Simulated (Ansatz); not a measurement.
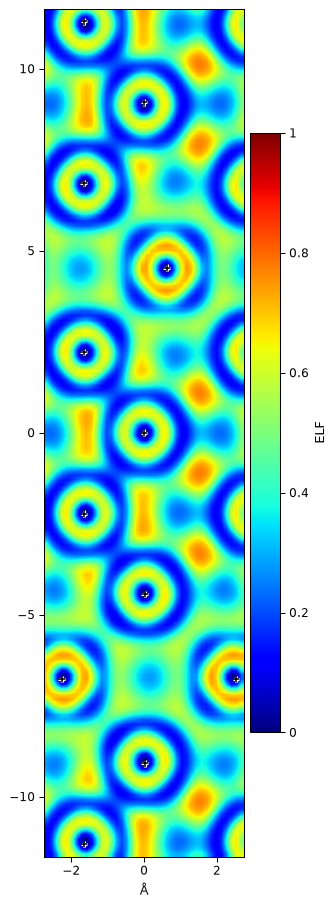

The electron localisation function on a plane through atoms (crosses mark nuclei in the plane).

All numbers below come from DFT PBE, scalar-relativistic, plane waves, PAW (Ansatz 0.2.0).

Candidates:
A. Sc2AlN2, a = 3.20 Å, b = 3.20 Å, c = 12.19 Å, α = 90.00°, β = 90.00°, γ = 90.00°. Space group I4/mmm; a structure from a database of computed crystals, not necessarily the ambient phase; a generated structure, not necessarily the stable one; computed without spin polarisation.
B. AlB2Sb3, a = 12.21 Å, b = 7.05 Å, c = 6.67 Å, α = 90.00°, β = 90.00°, γ = 90.00°. Space group Cmc2₁; a generated structure, not necessarily the stable one; changed on purpose from its base cell (volume × 1.10, shape and atoms relaxed); computed pressure about −6 GPa in this cell.
C. TaTi4, a = 2.86 Å, b = 4.79 Å, c = 22.60 Å, α = 90.00°, β = 90.00°, γ = 90.00°. Space group Cmcm; a generated structure, not necessarily the stable one; changed on purpose from its base cell (volume × 0.88, shape and atoms relaxed); computed pressure about 20 GPa in this cell; computed without spin polarisation.

Which system is this?

Answer. Candidate C: TaTi4 on the (100) plane of the conventional cell, which holds Ti and Ta. Ti–Ti (2.77 Å): the ELF is about 0.20 at the midpoint; no localised pair shows between them.
